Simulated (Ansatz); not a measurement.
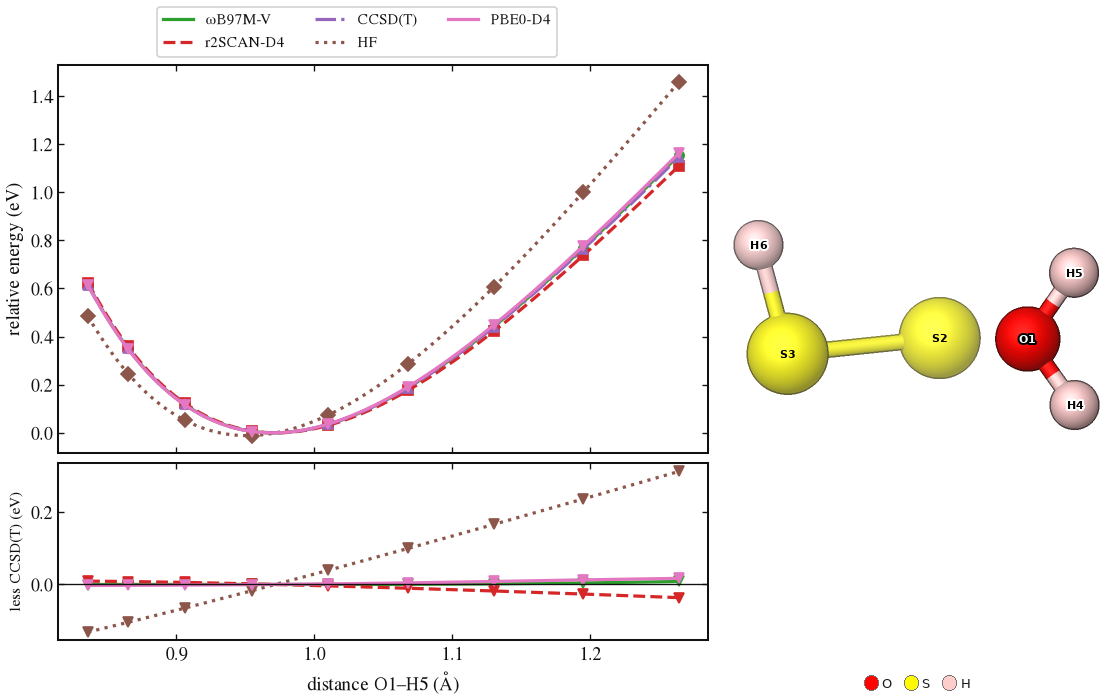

Rigid scan of the stretch O1–H5 in H₃S₂O⁺ (fragments H₂O + HS₂). The Ansatz code 0.2.0, def2-TZVPP, cores frozen in correlated methods. A stretch is scanned from the minimum (PBE0-D4/def2-TZVP); energies less that of the minimum at the same level. Splines pass through the computed points, which are marked.

How far can the coupled-cluster curve be trusted along the scan?

The calculation's T1 diagnostic reaches at most 0.020 (at 1.26 Å), above the customary mark of 0.02, which it first passes at 1.26 Å; a single reference is doubtful from there on.

Where is the minimum of each curve?

ωB97M-V: near 0.97 Å; r2SCAN-D4: near 0.97 Å; CCSD(T): near 0.97 Å; HF: near 0.95 Å; PBE0-D4: near 0.97 Å (from the spline).

Give the values at the computed points.

In eV:
```csv
distance O1–H5 (Å),ωB97M-V,r2SCAN-D4,CCSD(T),HF,PBE0-D4
0.84,0.615,0.625,0.615,0.484,0.613
0.87,0.351,0.359,0.351,0.247,0.349
0.91,0.118,0.124,0.118,0.053,0.117
0.96,0.006,0.008,0.006,−0.011,0.005
1.01,0.035,0.031,0.035,0.074,0.036
1.07,0.188,0.177,0.188,0.287,0.192
1.13,0.442,0.422,0.440,0.606,0.448
1.20,0.769,0.738,0.765,1.001,0.778
1.26,1.153,1.109,1.145,1.457,1.162
```
